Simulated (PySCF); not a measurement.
System: C₃H₄F₄Si.

Input

```
{"job": {"kind": "uv", "xc": "PBE0", "basis": "def2-SVPD", "nstates": 6, "ntriplets": 2}, "charge": 0, "multiplicity": 1}
F      1.135813     0.466080     1.541045
C      1.449384     0.096038     0.281186
F      2.277632     1.037526    -0.191515
F      2.175715    -1.028292     0.395435
C      0.199129    -0.051157    -0.529873
F      0.512133    -0.325927    -1.841054
C     -0.892144    -0.940009     0.077096
Si    -1.405696     0.871089    -0.062577
H     -0.642603    -1.390654     1.028349
H     -1.285832    -1.671147    -0.616362
H     -1.321749     1.711195     1.111557
H     -2.200585     1.224572    -1.219315
```

Command:

```sh
OMP_NUM_THREADS=1 python probes_run.py task.json out
```

Geometry: GFN2-xTB.

These are results of PBE0/def2-SVPD, SCF density, gas phase (PySCF), not measurements.

Q: What will maps of the electron density and electron localisation function show?

A: C–Si (1.91 Å): ρ at the midpoint is about 0.82 e/Å³; the ELF peaks at about 0.90 between the atoms; localised, covalent bonding.
Si–H (1.45 Å): ρ is about 0.82 e/Å³ halfway; the ELF climbs to about 1 towards the hydrogen, as it does in any bond to H.

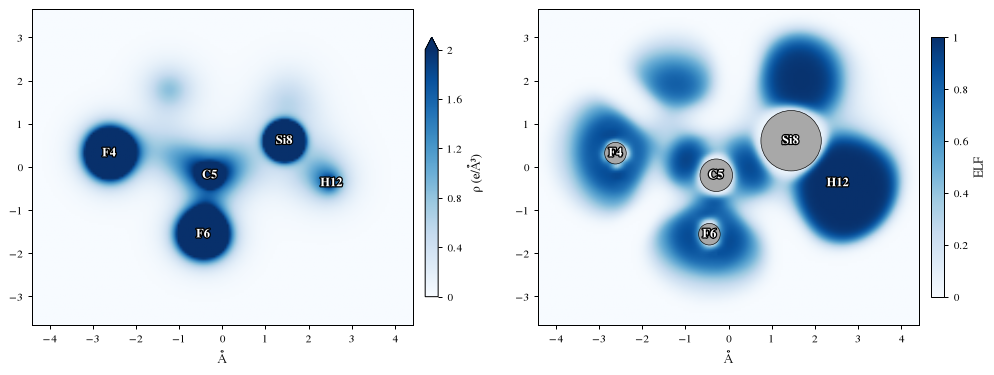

Computed electron density and electron localisation function on the plane of atoms F6, C5 and Si8, in this order. Grey discs cover the atomic cores in the ELF map. 
